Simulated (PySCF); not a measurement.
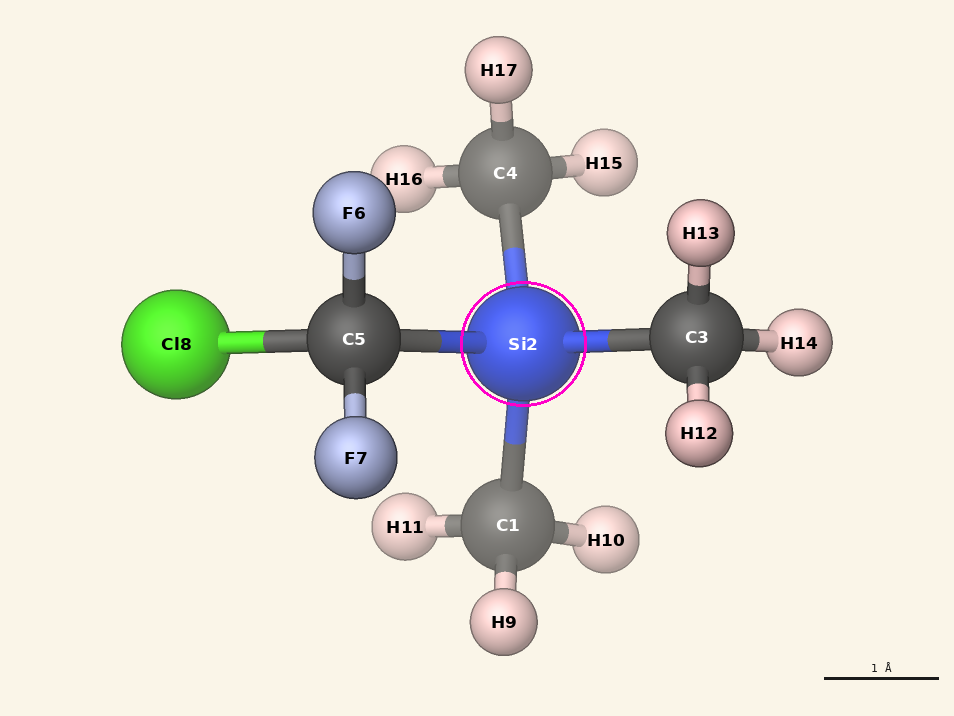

Orthographic view. Distant atoms are faded towards the background colour. Computed geometry: PBE0-D3(BJ)/def2-TZVP optimisation. No frequency run is at hand to confirm it as a minimum.

> Name the neighbours of the circled atom.

The circled atom is Si2; it is bonded to C1, C3, C4, C5.

> Which two atoms are farthest apart in space?

Cl8 and H14, 5.49 Å.

> Of C1 and H10, which is nearer the viewer?

C1; the bond to H10 points away from the viewer, so it looks shorter than its 1.09 Å.
